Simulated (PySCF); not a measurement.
## Electronic structure of C6H12Si (SMILES C[SiH2]C1=C(C)CC1) in real space

```xyz
19

C     2.9821   -0.1407    0.0392
Si    1.4937    0.9080   -0.4975
C    -0.0629   -0.0801   -0.1888
C    -1.3715    0.2115   -0.1168
C    -2.1755    1.4459   -0.2636
C    -1.8008   -1.2007    0.1781
C    -0.2974   -1.5546    0.0901
H     2.9073   -0.4347    1.0824
H     3.0593   -1.0482   -0.5531
H     3.9109    0.4093   -0.0806
H     1.6205    1.2383   -1.9261
H     1.4591    2.1562    0.2797
H    -1.5241    2.2984   -0.4399
H    -2.7662    1.6248    0.6351
H    -2.8694    1.3495   -1.0994
H    -2.2518   -1.3546    1.1585
H    -2.4307   -1.6681   -0.5786
H     0.1417   -1.9252    1.0149
H    -0.0341   -2.2256   -0.7262
```

Geometry: GFN2-xTB.

These are results of PBE0/pcSseg-1, SCF density, gas phase, non-relativistic (PySCF), not measurements.

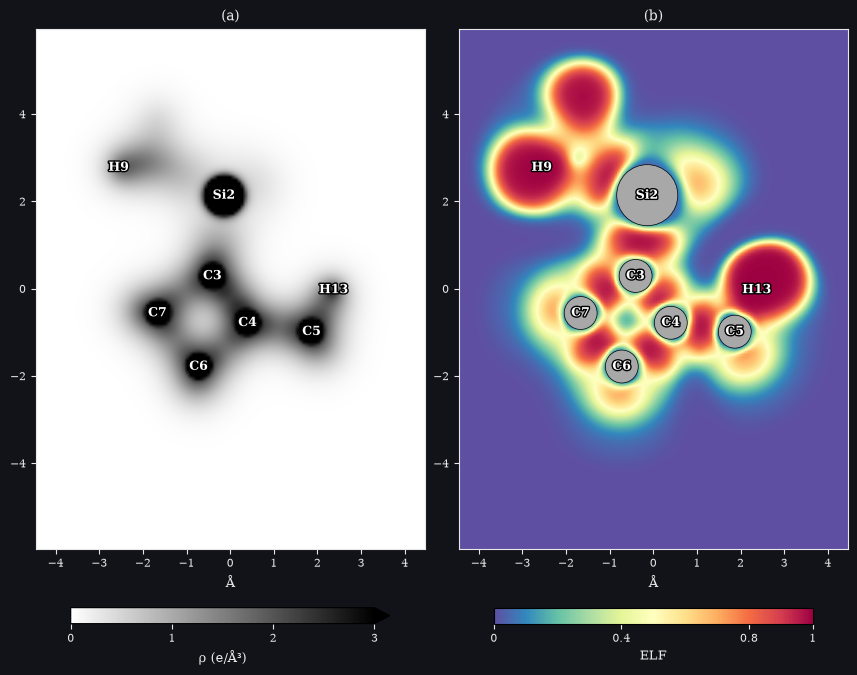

Figure 1. (a) electron density; (b) ELF on the plane of atoms C4, C6 and C7. Grey discs cover the atomic cores in the ELF map.

> What do the fields say about this system?

- Atoms in the plane: Si, C and H.
- C–C (1.34 Å): the density is about 2.3 e/Å³ at the midpoint; the ELF peaks at about 0.95 between the atoms (a short, multiple covalent bond).
- C–Si (1.87 Å): the density is about 0.94 e/Å³ at the midpoint; the ELF peaks at about 0.95 between the atoms; a covalent bond.
- C–H (1.09 Å): ρ at the midpoint is about 2 e/Å³; the ELF climbs to about 1 towards the hydrogen, as it does in any bond to H; a covalent bond by its length.
- C–C (1.48 Å): the density is about 1.8 e/Å³ at the midpoint; the ELF peaks at about 0.95 between the atoms (a shared electron pair).
- C–C (1.55 Å): ρ at the midpoint is about 1.6 e/Å³; the ELF peaks at about 0.95 between the atoms: localised, covalent bonding.

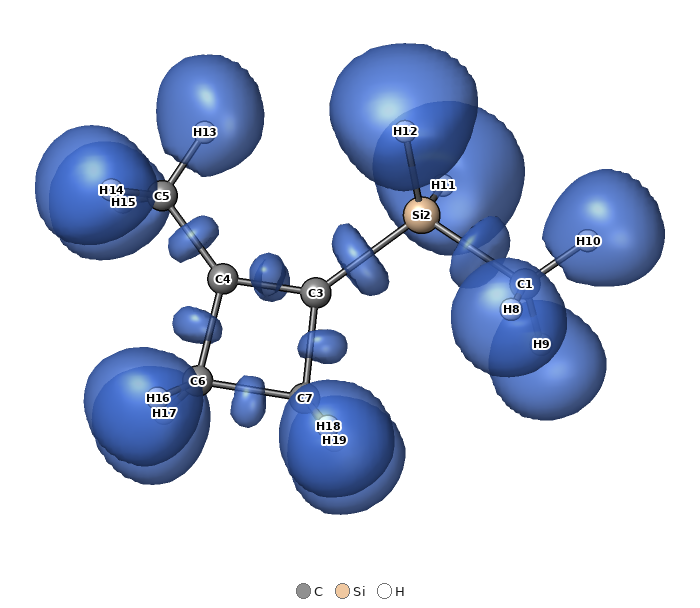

Figure 2. Isosurface of the electron localisation function at 0.85 (blue), seen across its widest extent. Core shells and regions of very low density are left out.

> Describe the localisation domains.

The ELF exceeds this value in five regions between bonded C–C atoms (shared pairs), two regions between bonded C–Si atoms (shared pairs) and twelve regions around hydrogen nuclei.

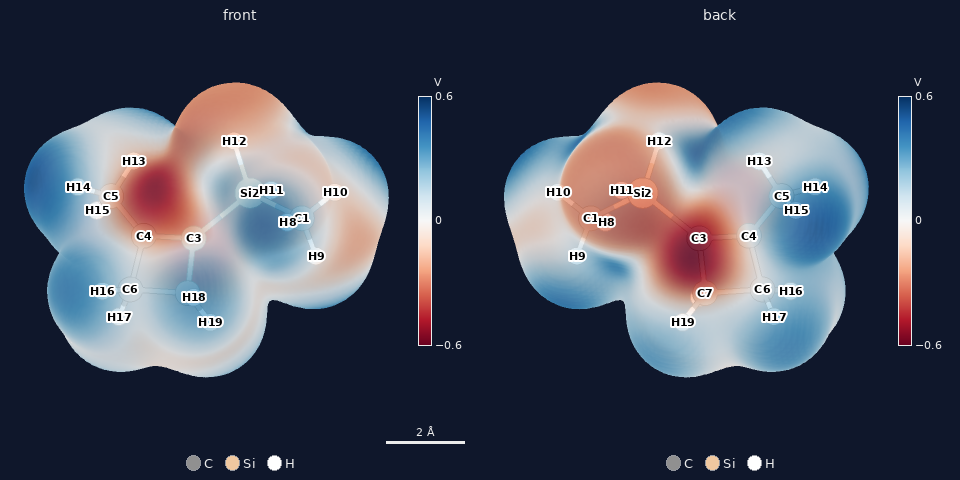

Figure 3. The molecular electrostatic potential painted on the density surface at 0.001 e/bohr³, seen from the front and from behind; red is negative and blue positive.

> Where is the surface potential most negative and most positive?

The most negative region (about −0.5 V) lies over the π face of C3 and C4, the most positive (about +0.5 V) over H14 and H15.

> How polar is the molecule by this calculation?

Its dipole moment is 0.79 D.
